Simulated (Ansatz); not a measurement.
# SiH3 (doublet): one geometry, many settings at distance Si1–H4 = 1.778 Å

What do other methods and options give for SiH3 (doublet) at this geometry, and how long do they take?

Computed with Ansatz 0.2.0, Gaussian basis. Level: the settings change from run to run.

17 further runs of the same task are left out: 12 that didn't finish, 5 set aside as unsound or not needed.

## (1) The geometry

The geometry derives from a PBE0/def2-TZVP stationary point (not a proven minimum). One bond is set to the value named and the two fragments are kept rigid.

4 atoms, charge 0, spin multiplicity 2.

Atoms are counted from 1 here; the program's logs count them from 0.

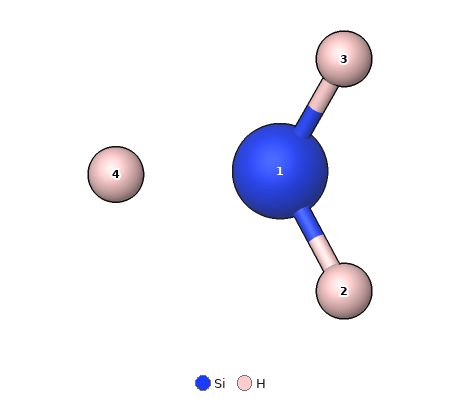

The geometry (silicon blue, hydrogen pink); atoms are numbered from 1 in the order of the file.

## (2) BCCD(T) on ROHF/6-31G

Input file in.yaml:

```yaml
crystal:
  periodic: [false, false, false]
  atoms:
    - {symbol: Si, position_ang: [0.004526, 0.007786, -0.046604]}
    - {symbol: H, position_ang: [1.419784, 0.022441, 0.406251]}
    - {symbol: H, position_ang: [-0.716622, 1.227866, 0.400162]}
    - {symbol: H, position_ang: [-0.829278, -1.467266, 0.492169]}
basis:
  gaussian: {orbitals: 6-31G}
magnetization: {spin_polarized: false, initial_magnetization: 1}
correlation: {method: bccd_t, electrons: valence, diis_vectors: 1}
output: {forces: true}
```

On the command line:

```sh
$ ansatz run in.yaml --threads 1 --pin off --events-out ev --progress --plain --max-ram 2393MiB
```

Standard output, cut to the lines that bear on the results:

```text
Functional definition: HF
  name "HF"
  cite "Fock, Z. Phys. 61, 126 (1930) doi:10.1007/BF01340294"
  parent pbe
[...]
236 factors; integrals over basis functions are off by at most 2.0e-4 eV
[...]
mean field -7906.19523297 eV, -290.5473158002 hartree, gradient 2.0e-6 eV, S^2 0.750000; 0 other end points of the search recorded, 0 dependent functions left out
[...]
5 core orbitals not correlated: weight in the atoms' cores, before any rotation towards them, 1.000 or more for the frozen orbitals, at most 0.000 for the correlated occupied ones
reference -7906.19523297 eV, -290.5473158002 hartree; 4, 3 occupied and 10, 11 virtual orbitals, 236 factors
second order -1.40037378 eV of doubles, -0.01100445 eV of singles
cycle   1  -1.80751361 eV  change   -4.0e-1 eV  update   5.7e-2
[...]
cycle  16  -2.02427599 eV  change    3.5e-7 eV  update   2.1e-6
perturbative correction -0.02494532 eV, -0.0009167238 hartree
[...]
Total energy: -7908.24445428 eV, -290.6226232943 hartree
Atom 0 at     0.004526     0.007786    -0.046604 Å, force    -1.308593    -2.317512     0.344911 eV/Å
Atom 1 at     1.419784     0.022441     0.406251 Å, force     0.528445    -0.055597     0.170173 eV/Å
Atom 2 at    -0.716622     1.227866     0.400162 Å, force    -0.321548     0.423995     0.167751 eV/Å
Atom 3 at    -0.829278    -1.467266     0.492169 Å, force     1.101695     1.949114    -0.682835 eV/Å
Dipole moment:     0.043571     0.076986    -0.046803 e Å
```

Wall time 0.48 s (1 thread of Arm Neoverse V1, shared host).

From the report: correlation -2.0492 eV; largest double amplitude 0.09.

## (3) MP2 on UHF/6-31G

Input file in.yaml:

```yaml
crystal:
  periodic: [false, false, false]
  atoms:
    - {symbol: Si, position_ang: [0.004526, 0.007786, -0.046604]}
    - {symbol: H, position_ang: [1.419784, 0.022441, 0.406251]}
    - {symbol: H, position_ang: [-0.716622, 1.227866, 0.400162]}
    - {symbol: H, position_ang: [-0.829278, -1.467266, 0.492169]}
basis:
  gaussian: {orbitals: 6-31G, point_charges: [{charge: -0.50, position_ang: [5.488, 0.101, 0.749]}]}
magnetization: {spin_polarized: true, initial_magnetization: 1}
hamiltonian: {pseudopotentials: {relativity: none}}
correlation: {method: mp2, electrons: valence}
scf: {lower_state_search: off}
```

Launched as before.

Standard output, cut to the lines that bear on the results:

```text
Functional definition: HF
  name "HF"
  cite "Fock, Z. Phys. 61, 126 (1930) doi:10.1007/BF01340294"
  parent pbe
[...]
236 factors; integrals over basis functions are off by at most 2.0e-4 eV
[...]
mean field -7906.23285868 eV, -290.5486985193 hartree, gradient 2.4e-6 eV, S^2 0.755784; 0 other end points of the search recorded, 0 dependent functions left out
5 core orbitals not correlated: weight in the atoms' cores, before any rotation towards them, 1.000 or more for the frozen orbitals, at most 0.000 for the correlated occupied ones
reference -7906.23285868 eV, -290.5486985193 hartree; 4, 3 occupied and 10, 11 virtual orbitals, 236 factors
second order -1.39608078 eV of doubles, -0.00000000 eV of singles
Total energy: -7907.62893946 eV, -290.6000035418 hartree
Checks for a lower state left out: stability, starts, cluster_reference, orbital_swaps, neighbouring_geometries, increment
```

Wall time 0.09 s (1 thread of Arm Neoverse V1, shared host).

From the report: ⟨S²⟩ of the determinant 0.756 (pure doublet: 0.75).

## (4) NEVPT4(SD)(7,4)/6-31G

Input file in.yaml:

```yaml
crystal:
  periodic: [false, false, false]
  atoms:
    - {symbol: Si, position_ang: [0.004526, 0.007786, -0.046604]}
    - {symbol: H, position_ang: [1.419784, 0.022441, 0.406251]}
    - {symbol: H, position_ang: [-0.716622, 1.227866, 0.400162]}
    - {symbol: H, position_ang: [-0.829278, -1.467266, 0.492169]}
basis:
  gaussian: {orbitals: 6-31G}
magnetization: {spin_polarized: false, initial_magnetization: 1}
correlation: {method: fic_nevpt4_sd, electrons: outside_noble_gas, active_space: {window: {electrons: 7, orbitals: 4}, states: [{multiplicity: 2, weights: [1, 1, 1, 0.5]}], root: 1}}
```

The command is unchanged.

Standard output, cut to the lines that bear on the results:

```text
Functional definition: HF
  name "HF"
  cite "Fock, Z. Phys. 61, 126 (1930) doi:10.1007/BF01340294"
  parent pbe
[...]
403 factors; integrals over basis functions are off by at most 3.5e-8 eV
[...]
mean field -7906.19530815 eV, -290.5473185627 hartree, gradient 2.1e-6 eV, S^2 0.750000; 0 other end points of the search recorded, 0 dependent functions left out
reference -7906.19530815 eV, -290.5473185627 hartree; 9, 8 occupied and 10, 11 virtual orbitals, 403 factors
state -7906.08618235 eV, -290.5433082638 hartree
state -7900.65248007 eV, -290.3436233880 hartree
state -7899.72635022 eV, -290.3095887437 hartree
state -7894.29998289 eV, -290.1101734226 hartree
state -7906.08618235 eV, -290.5433082638 hartree; corrected -7908.05088049 eV, -290.6155095885 hartree
state -7900.65248007 eV, -290.3436233880 hartree; corrected -7903.32192395 eV, -290.4417236411 hartree
state -7899.72635022 eV, -290.3095887437 hartree; corrected -7902.34093510 eV, -290.4056729658 hartree
state -7894.29998289 eV, -290.1101734226 hartree; corrected -7902.72518032 eV, -290.4197937172 hartree
WARN: the results are in doubt because a perturber of the state at -7894.29998289 eV, -290.1101734226 hartree has the amplitude 1.61; its orbitals belong in the active space
Total energy: -7903.32192395 eV, -290.4417236411 hartree
In doubt: a perturber of the state at -7894.29998289 eV, -290.1101734226 hartree has the amplitude 1.61; its orbitals belong in the active space
```

Run time: 0.42 s. Hardware: 1 thread of Arm Neoverse V1, shared host.

From the report: 3 determinants; active occupations (of the averaged states) 1.86, 1.71, 1.71, 1.71. Mind the lines of doubt at the end of the log.

## (5) CISDTQ/STO-3G

Input file in.yaml:

```yaml
crystal:
  periodic: [false, false, false]
  atoms:
    - {symbol: Si, position_ang: [0.004526, 0.007786, -0.046604]}
    - {symbol: H, position_ang: [1.419784, 0.022441, 0.406251]}
    - {symbol: H, position_ang: [-0.716622, 1.227866, 0.400162]}
    - {symbol: H, position_ang: [-0.829278, -1.467266, 0.492169]}
basis:
  gaussian: {orbitals: STO-3G}
magnetization: {spin_polarized: false, initial_magnetization: 1}
correlation: {active_space: {ras: {orbitals: [3, 1, 3], electrons: 7, max_holes: 4, max_particles: 4}, fixed_orbitals: true}}
accuracy: high
scf: {lower_state_search: off}
output: {forces: true}
```

Launched as before.

Standard output, cut to the lines that bear on the results:

```text
Functional definition: HF
  name "HF"
  cite "Fock, Z. Phys. 61, 126 (1930) doi:10.1007/BF01340294"
  parent pbe
[...]
182 factors; integrals over basis functions are off by at most 9.7e-9 eV
[...]
mean field -7815.86403279 eV, -287.2277054220 hartree, gradient 4.6e-8 eV, S^2 0.750000; 0 other end points of the search recorded, 0 dependent functions left out
reference -7815.86403279 eV, -287.2277054220 hartree; 9, 8 occupied and 3, 4 virtual orbitals, 182 factors
state -7817.67342568 eV, -287.2941993842 hartree
[...]
Total energy: -7817.67342568 eV, -287.2941993842 hartree
Atom 0 at     0.004526     0.007786    -0.046604 Å, force    -1.672902    -2.960180     0.940017 eV/Å
Atom 1 at     1.419784     0.022441     0.406251 Å, force    -0.793109     0.007224     0.062245 eV/Å
Atom 2 at    -0.716622     1.227866     0.400162 Å, force     0.415978    -0.674979     0.065691 eV/Å
Atom 3 at    -0.829278    -1.467266     0.492169 Å, force     2.050033     3.627934    -1.067953 eV/Å
Dipole moment:     0.021748     0.037966    -0.114573 e Å
Checks for a lower state left out: starts, cluster_reference, orbital_swaps, neighbouring_geometries, increment
```

Run time: 0.24 s. Hardware: 1 thread of Arm Neoverse V1, shared host.

From the report: 569 determinants.

## (6) HF/aug-cc-pVDZ

Input file in.yaml:

```yaml
crystal:
  periodic: [false, false, false]
  atoms:
    - {symbol: Si, position_ang: [0.004526, 0.007786, -0.046604]}
    - {symbol: H, position_ang: [1.419784, 0.022441, 0.406251]}
    - {symbol: H, position_ang: [-0.716622, 1.227866, 0.400162]}
    - {symbol: H, position_ang: [-0.829278, -1.467266, 0.492169]}
basis:
  gaussian: {orbitals: aug-cc-pVDZ}
magnetization: {spin_polarized: false, initial_magnetization: 1}
hamiltonian: {xc: hf}
scf: {lower_state_search: light}
output: {orbitals: {seedname: orbitals}}
```

Same command.

Standard output:

```text
Functional definition: HF
  name "HF"
  cite "Fock, Z. Phys. 61, 126 (1930) doi:10.1007/BF01340294"
  parent pbe
  exchange = exact_x
  correlation = 0
626 factors; their error is unknown
mean field evaluation 1: about -7906.7757 eV, gradient 8.2e0 eV
mean field evaluation 2: about -7907.3688 eV, gradient 2.6e0 eV
mean field evaluation 4: about -7907.4550 eV, gradient 1.6e-1 eV
mean field evaluation 8: about -7907.7461 eV, gradient 1.1e-4 eV
mean field -7907.74607423 eV, -290.6043081653 hartree, gradient 1.6e-5 eV, S^2 0.750000; 0 other end points of the search recorded, 0 dependent functions left out
reference -7907.74607423 eV, -290.6043081653 hartree; 9, 8 occupied and 45, 46 virtual orbitals, 626 factors
Total energy: -7907.74607423 eV, -290.6043081653 hartree
```

Run time: 0.39 s. Hardware: 1 thread of Arm Neoverse V1, shared host.

## (7) CASSCF(5,3)/6-31G

in.yaml: that of step 6 with these lines changed.

```diff
@@ -8,6 +8,5 @@
 basis:
-  gaussian: {orbitals: aug-cc-pVDZ}
+  gaussian: {orbitals: 6-31G}
 magnetization: {spin_polarized: false, initial_magnetization: 1}
-hamiltonian: {xc: hf}
+correlation: {active_space: {window: {electrons: 5, orbitals: 3}, states: [{multiplicity: 2, weights: [1, 1, 1]}], root: 2}}
 scf: {lower_state_search: light}
-output: {orbitals: {seedname: orbitals}}
```

Same command.

Standard output:

```text
Functional definition: HF
  name "HF"
  cite "Fock, Z. Phys. 61, 126 (1930) doi:10.1007/BF01340294"
  parent pbe
  exchange = exact_x
  correlation = 0
403 factors; integrals over basis functions are off by at most 3.5e-8 eV
mean field evaluation 1: about -7905.8243 eV, gradient 6.6e0 eV
mean field evaluation 2: about -7905.8250 eV, gradient 6.6e0 eV
mean field evaluation 4: about -7906.1944 eV, gradient 2.6e-1 eV
mean field evaluation 8: about -7906.1953 eV, gradient 1.6e-4 eV
mean field -7906.19530815 eV, -290.5473185627 hartree, gradient 2.1e-6 eV, S^2 0.750000; 0 other end points of the search recorded, 0 dependent functions left out
reference -7906.19530815 eV, -290.5473185627 hartree; 9, 8 occupied and 10, 11 virtual orbitals, 403 factors
state -7906.08804496 eV, -290.5433767135 hartree
state -7900.69332084 eV, -290.3451242588 hartree
state -7899.68966599 eV, -290.3082406231 hartree
Total energy: -7899.68966599 eV, -290.3082406231 hartree
```

Wall time 0.33 s (1 thread of Arm Neoverse V1, shared host).

From the report: 3 determinants; active occupations (of the averaged states) 1.67, 1.67, 1.67.

## (8) HF/def2-SVP

Input file in.yaml:

```yaml
crystal:
  periodic: [false, false, false]
  atoms:
    - {symbol: Si, position_ang: [0.004526, 0.007786, -0.046604]}
    - {symbol: H, position_ang: [1.419784, 0.022441, 0.406251]}
    - {symbol: H, position_ang: [-0.716622, 1.227866, 0.400162]}
    - {symbol: H, position_ang: [-0.829278, -1.467266, 0.492169]}
basis:
  gaussian: {orbitals: def2-SVP}
magnetization: {spin_polarized: true, initial_magnetization: 1}
hamiltonian: {xc: hf}
scf: {lower_state_search: light}
output: {orbitals: {seedname: orbitals}}
```

Same command.

Standard output:

```text
Functional definition: HF
  name "HF"
  cite "Fock, Z. Phys. 61, 126 (1930) doi:10.1007/BF01340294"
  parent pbe
  exchange = exact_x
  correlation = 0
325 factors; integrals over basis functions are off by at most 1.4e-3 eV
mean field evaluation 1: about -7904.6635 eV, gradient 6.7e0 eV
mean field evaluation 2: about -7904.6636 eV, gradient 6.7e0 eV
mean field evaluation 4: about -7905.2487 eV, gradient 5.2e-1 eV
mean field evaluation 8: about -7905.2546 eV, gradient 1.4e-3 eV
mean field -7905.25464000 eV, -290.5127496459 hartree, gradient 1.7e-5 eV, S^2 0.753703; 0 other end points of the search recorded, 0 dependent functions left out
reference -7905.25464000 eV, -290.5127496459 hartree; 9, 8 occupied and 24, 25 virtual orbitals, 325 factors
Total energy: -7905.25464000 eV, -290.5127496459 hartree
```

Wall time 0.18 s (1 thread of Arm Neoverse V1, shared host).

From the report: ⟨S²⟩ of the determinant 0.754 (pure doublet: 0.75).

## (9) MP2 on UHF/6-31G*

in.yaml: that of step 8 with these lines changed.

```diff
@@ -8,6 +8,5 @@
 basis:
-  gaussian: {orbitals: def2-SVP}
+  gaussian: {orbitals: "6-31G*"}
 magnetization: {spin_polarized: true, initial_magnetization: 1}
-hamiltonian: {xc: hf}
-scf: {lower_state_search: light}
-output: {orbitals: {seedname: orbitals}}
+correlation: {method: mp2, electrons: all}
+accuracy: high
```

Same command.

Standard output:

```text
Functional definition: HF
  name "HF"
  cite "Fock, Z. Phys. 61, 126 (1930) doi:10.1007/BF01340294"
  parent pbe
  exchange = exact_x
  correlation = 0
476 factors; integrals over basis functions are off by at most 2.7e-9 eV
mean field evaluation 1: about -7906.6085 eV, gradient 6.3e0 eV
mean field evaluation 2: about -7906.6280 eV, gradient 6.4e0 eV
mean field evaluation 4: about -7907.1731 eV, gradient 5.1e-1 eV
mean field evaluation 8: about -7907.1799 eV, gradient 3.0e-3 eV
mean field -7907.17991245 eV, -290.5835021035 hartree, gradient 1.7e-8 eV, S^2 0.753674; 0 other end points of the search recorded, 0 dependent functions left out
reference -7907.17991245 eV, -290.5835021035 hartree; 9, 8 occupied and 16, 17 virtual orbitals, 476 factors
second order -2.17968763 eV of doubles, -0.00000000 eV of singles
Total energy: -7909.35960008 eV, -290.6636041466 hartree
```

Wall time 0.45 s (1 thread of Arm Neoverse V1, shared host).

From the report: ⟨S²⟩ of the determinant 0.754 (pure doublet: 0.75).

## (10) CASCI(3,3)/cc-pVDZ

in.yaml: that of step 9 with these lines changed.

```diff
@@ -8,5 +8,4 @@
 basis:
-  gaussian: {orbitals: "6-31G*"}
-magnetization: {spin_polarized: true, initial_magnetization: 1}
-correlation: {method: mp2, electrons: all}
-accuracy: high
+  gaussian: {orbitals: cc-pVDZ}
+magnetization: {spin_polarized: false, initial_magnetization: 1}
+correlation: {active_space: {window: {electrons: 3, orbitals: 3}, fixed_orbitals: true}}
```

Launched as before.

Standard output:

```text
Functional definition: HF
  name "HF"
  cite "Fock, Z. Phys. 61, 126 (1930) doi:10.1007/BF01340294"
  parent pbe
  exchange = exact_x
  correlation = 0
313 factors; integrals over basis functions are off by at most 1.3e-3 eV
mean field evaluation 1: about -7907.1199 eV, gradient 8.3e0 eV
mean field evaluation 2: about -7907.1311 eV, gradient 8.3e0 eV
mean field evaluation 4: about -7907.7155 eV, gradient 4.8e-1 eV
mean field evaluation 8: about -7907.7194 eV, gradient 2.3e-4 eV
mean field -7907.71942800 eV, -290.6033289344 hartree, gradient 1.3e-6 eV, S^2 0.750000; 0 other end points of the search recorded, 0 dependent functions left out
reference -7907.71942800 eV, -290.6033289344 hartree; 9, 8 occupied and 24, 25 virtual orbitals, 313 factors
state -7907.85971507 eV, -290.6084843888 hartree
Total energy: -7907.85971507 eV, -290.6084843888 hartree
```

Wall time 0.15 s (1 thread of Arm Neoverse V1, shared host).

From the report: 9 determinants; active occupations 1.99, 1.00, 0.01.

## (11) The runs in one table

Where basis and cores are those of an earlier FCI/6-31G run (-7908.2565 eV), and the state is the same kind, the miss against it is given. † marks a result that the program doubts.

| level | correlated | functions | energy (eV) | from FCI (meV) | time |
| --- | --- | --- | --- | --- | --- |
| BCCD(T) on ROHF/6-31G | valence | 19 | -7908.2445 | 12.0 | 0.48 s |
| MP2 on UHF/6-31G (beside a point charge) | valence | 19 | -7907.6289 |  | 0.09 s |
| NEVPT4(SD)(7,4)/6-31G (excited root 1 of an average) † | outside noble gas | 19 | -7903.3219 |  | 0.42 s |
| CISDTQ/STO-3G | outside noble gas | 12 | -7817.6734 |  | 0.24 s |
| HF/aug-cc-pVDZ |  | 54 | -7907.7461 |  | 0.39 s |
| CASSCF(5,3)/6-31G (excited root 2 of an average) |  | 19 | -7899.6897 |  | 0.33 s |
| HF/def2-SVP |  | 33 | -7905.2546 |  | 0.18 s |
| MP2 on UHF/6-31G* | all | 25 | -7909.3596 |  | 0.45 s |
| CASCI(3,3)/cc-pVDZ |  | 33 | -7907.8597 |  | 0.15 s |

## (12) What came out

| quantity | value |
| --- | --- |
| runs | 9 |
| quickest | MP2 on UHF/6-31G (beside a point charge), 0.09 s |
| slowest | BCCD(T) on ROHF/6-31G, 0.48 s |

**Reading.** Total energies in different bases, with other cores or another treatment of relativity can't be set against each other. BCCD(T) on ROHF/6-31G took 5 times as long as MP2 on UHF/6-31G (beside a point charge); the jobs differ in more than the method.
